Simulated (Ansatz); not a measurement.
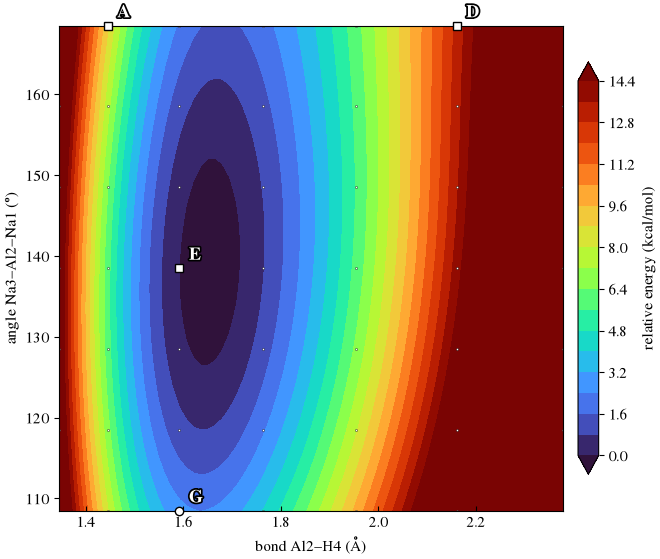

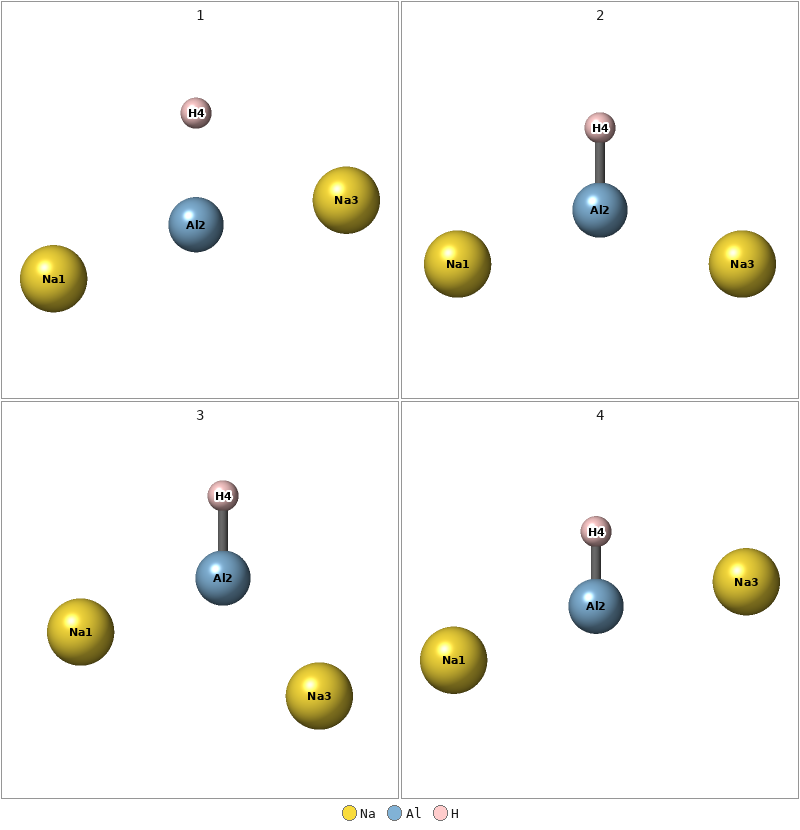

AlHNa₂. 
- Two internal coordinates are moved rigidly from the geometry relaxed at PBE0-D4/def2-TZVP, all others fixed.
- Coordinates scanned: (1) bond Al2–H4; (2) angle Na3–Al2–Na1.
- The scan uses a 7 × 7 grid.
- Points are written as (first, second).
- Energies are in kcal/mol, from the lowest grid point.
- Computed with RKS PBE-D4/def2-TZVPP (Ansatz).

In the figure: filled contours, dots at the grid points, one colour for all values above the top of the scale, lettered points. Between grid points the surface is interpolated. The numbered pictures are the structures at these points, in random order.

Which structure belongs to which point?

Answer. A is structure 4: (1.445 Å, 168.5°), 8.9 kcal/mol; D is structure 1: (2.160 Å, 168.5°), 13.0 kcal/mol; E is structure 2: (1.592 Å, 138.5°), 0.0 kcal/mol; G is structure 3: (1.592 Å, 108.5°), 2.7 kcal/mol.
